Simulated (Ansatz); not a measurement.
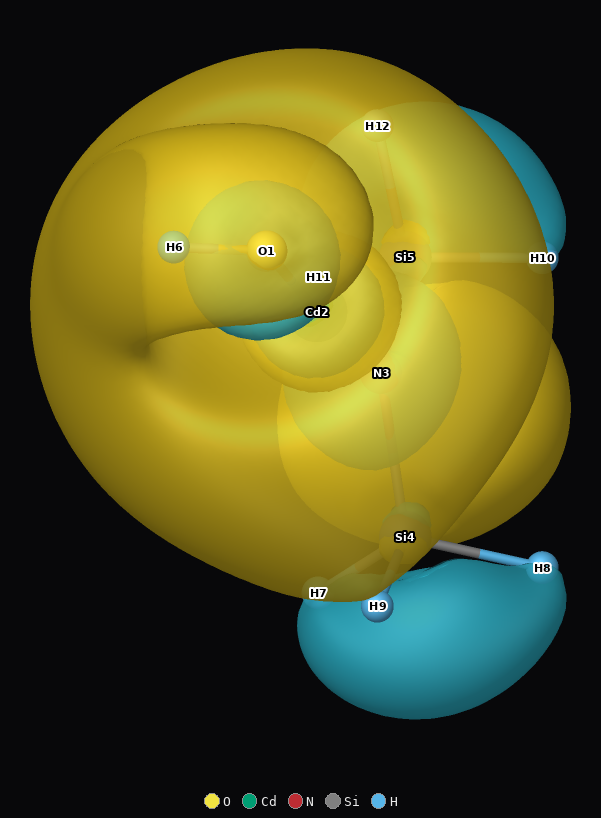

CdH₇NOSi₂ (SMILES [OH][Cd][N]([SiH3])[SiH3]). One frontier orbital at ±0.05 Å⁻³ᐟ² (yellow and cyan are the two phases), seen at an oblique angle.

Geometry: PBE0-D4/def2-TZVP; core potentials replace the inner electrons of Cd.

Computed with RKS PBE0-D4/def2-TZVPP (Ansatz).

```xyz
12

O     0.0917    3.6278    0.9782
Cd    0.0270    1.7447    0.4488
N     0.0503   -0.2159    0.0028
Si   -1.0876   -1.2375    0.7902
Si    1.1857   -0.7655   -1.1664
H    -0.4822    4.1829    0.4454
H    -2.0388   -1.8710   -0.1679
H    -0.4238   -2.3370    1.5470
H    -1.8815   -0.4200    1.7532
H     2.0915   -1.8148   -0.6179
H     0.5238   -1.3389   -2.3736
H     2.0208    0.3903   -1.6056
```

Which orbital is it: HOMO or LUMO?

The LUMO, at −1.60 eV. Its weight (Hirshfeld) is mainly on Cd2 (about 50 %), O1 (about 15 %), N3 (about 10 %), Si4 (about 10 %) and Si5 (about 10 %).
